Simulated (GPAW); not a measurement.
## BaTiO3 (P4/mmm): refractive index against wavelength

The refractive index of BaTiO3 (P4/mmm) along x below the direct gap (1.91 eV on the mesh) is read from one computed spectrum, n = √(Re ε). x, y and z are the Cartesian axes of the input cell.

Symmetry: P4/mmm, No. 123, tetragonal system. Conventional cell: a = 4.000 Å, b = 4.000 Å, c = 4.018 Å, α = 90.00°, β = 90.00°, γ = 90.00°. Ba on site a has 12 O at 2.83 Å as nearest neighbours. Ti on site d is surrounded by 6 O at 2.00 to 2.01 Å. O on site e has 2 Ti at 2.00 Å as nearest neighbours. O on site c has 2 Ti at 2.01 Å as nearest neighbours.

Method: GPAW 26.7.0, PBE, RPA, k-mesh 8×8×8, local fields up to 50 eV, Lorentzian half width 0.15 eV.

Launch of the response step: `OMP_NUM_THREADS=1 python df.py`. The run took 4.8 min, its band step included, on 1 thread of Arm Neoverse N1, on a shared host.

```tsv
wavelength (nm)	photon energy E (eV)	n
3000	0.413	2.4809
2000	0.620	2.4914
1550	0.800	2.5046
1310	0.946	2.5185
1064	1.165	?
```

In the single-oscillator model n² − 1 = E₀E_d/(E₀² − E²), so 1/(n² − 1) = E₀/E_d − E²/(E₀E_d) is linear in E².

Working, on the rows shown:

| x = E² (eV²) | y = 1/(n² − 1) |
| --- | --- |
| 0.170801 | 0.193992 |
| 0.384302 | 0.192046 |
| 0.639837 | 0.189645 |
| 0.895757 | 0.187166 |

Means: x̄ = 0.52267, ȳ = 0.19071. Σ(x − x̄)(y − ȳ) = -0.002787, Σ(x − x̄)² = 0.2959. Slope = -0.002787 / 0.2959 = -0.009418; intercept = ȳ − slope · x̄ = 0.19563. Turned back into n, the line misses the rows shown by at most 0.0002.

What does the fit predict for the withheld row, and how well does it do?

At x = 1.3578 the line gives y = 0.18285, that is 2.5434. The run gave 2.5454, so the extrapolation is off by 0.002, 3 % of the range in the table.

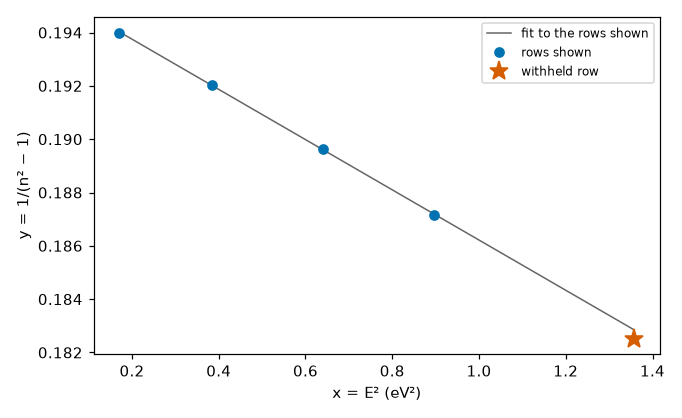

Refitted with all rows, the slope is -0.009679 and the intercept 0.19575. These give E₀ = √(intercept/−slope) = 4.50 eV and E_d = E₀/intercept = 23.0 eV; E₀ is 2.4 times the direct gap. The electronic limit at long wavelengths, without lattice vibrations, is n = √(1 + 1/intercept) = 2.472. Excitons are left out; PBE gaps are as a rule too small. The values come from a sum over the points of one k-mesh and carry its error, which grows as the direct gap shrinks. This version of GPAW has incomplete matrix elements in the optical limit, which can lower ε − 1 by up to a tenth where first-row anions or d states rule. Spin-orbit coupling is left out.

[Logs are printed without paths, hosts, clocks, repeated set-up lines and the standing remarks that a program may print on its own settings, such as how far it seeks lower states.]
